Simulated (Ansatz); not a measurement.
C₂H₉ClInP (SMILES [CH3][In-]([CH3])([PH3+])[Cl])

The calculation's input:

```
crystal:
  periodic: [false, false, false]
  atoms:
    - {symbol: C, position_ang: [-1.965994, 1.243373, 0.195178]}
    - {symbol: In, position_ang: [0.110942, 0.718698, 0.101681]}
    - {symbol: C, position_ang: [1.724051, 0.491027, 1.495847]}
    - {symbol: P, position_ang: [-0.007615, -1.854881, -1.051004]}
    - {symbol: Cl, position_ang: [0.982607, 1.174429, -2.107401]}
    - {symbol: H, position_ang: [-2.069477, 2.291482, 0.480333]}
    - {symbol: H, position_ang: [-2.415007, 1.104471, -0.788265]}
    - {symbol: H, position_ang: [-2.494614, 0.630943, 0.926969]}
    - {symbol: H, position_ang: [1.996006, 1.464250, 1.907472]}
    - {symbol: H, position_ang: [1.443757, -0.167777, 2.318906]}
    - {symbol: H, position_ang: [2.589700, 0.078406, 0.977705]}
    - {symbol: H, position_ang: [-0.427883, -3.127411, -0.594930]}
    - {symbol: H, position_ang: [1.244694, -2.238778, -1.569910]}
    - {symbol: H, position_ang: [-0.724068, -1.837333, -2.263980]}
basis:
  gaussian: {orbitals: def2-TZVPP}
hamiltonian: {xc: pbe0, dispersion: d4}
output: {orbitals: {seedname: orbitals}}
```

Launched as:

```sh
ansatz run in.yaml --threads 4 --pin off --events-out ev --progress --plain --max-ram 11315MiB
```

Geometry: PBE0-D4/def2-TZVP; core potentials replace the inner electrons of In.

Level of theory: RKS PBE0-D4/def2-TZVPP in Ansatz.

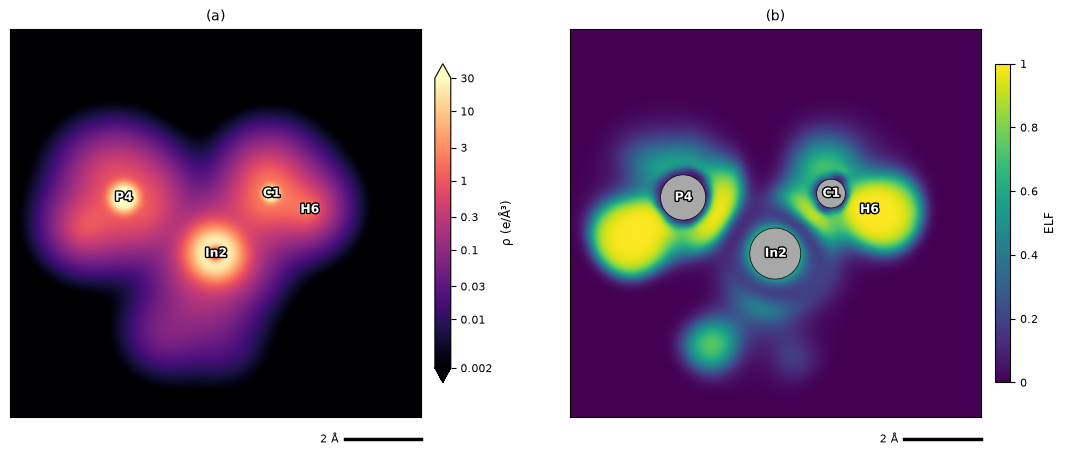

Figure 1. (a) electron density; (b) electron localisation function on the plane of atoms C1, In2 and P4. Grey discs cover the atomic cores in the ELF map.

Describe what can be read from this map.

Answer.
- The plane passes through C, In, P and H nuclei.
- C–In (2.14 Å): ρ at the midpoint is about 0.68 e/Å³; the ELF peaks at about 0.90 in the valence shell of C, 0.7 Å from its nucleus, and drops to about 0.20 between the two atoms.
- In–P (2.82 Å): ρ is about 0.26 e/Å³ halfway; the ELF peaks at about 1 in the valence shell of P, 1.0 Å from its nucleus, and drops to about 0.15 between the two atoms.
- C–H (1.09 Å): the density is about 1.9 e/Å³ at the midpoint; the ELF climbs to about 1 towards the hydrogen, as it does in any bond to H (a covalent bond by its length).

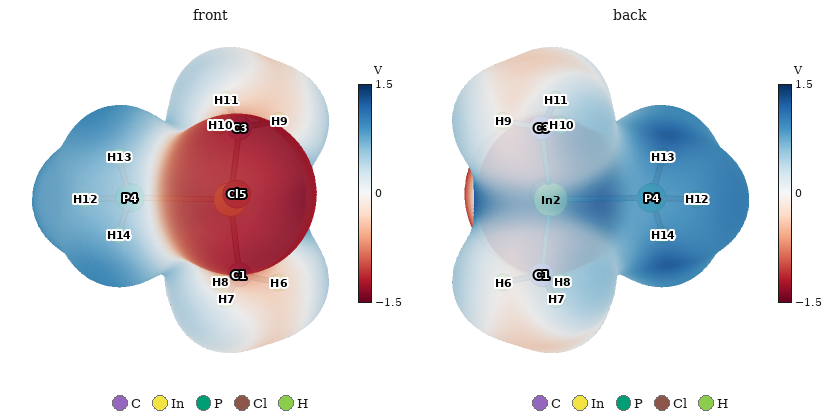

Figure 2. The molecular electrostatic potential painted on the density surface at 0.001 e/bohr³, seen from the front and from behind; red is negative and blue positive.

Which sites attract a positive test charge, and which a negative one?

Answer. A positive charge is drawn to the negative regions and a negative charge to the positive ones. The most negative region (about −1.3 V) lies over Cl5, the most positive (about +1.2 V) over In2 and P4.

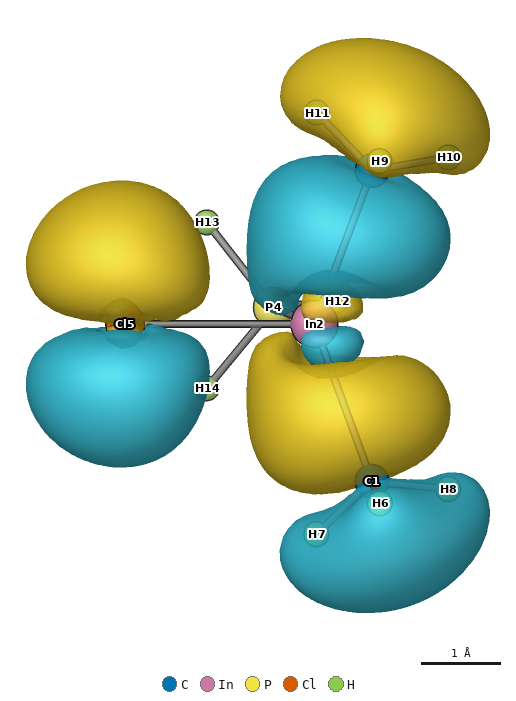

Figure 3. The HOMO at ±0.06 Å⁻³ᐟ² (yellow and cyan are the two phases), seen at an oblique angle.

Describe this orbital and give its energy.

Answer. By Hirshfeld shares it lies mainly on Cl5 (about 35 %), C1 (about 20 %), C3 (about 20 %) and In2 (about 15 %). Its energy is −7.20 eV.
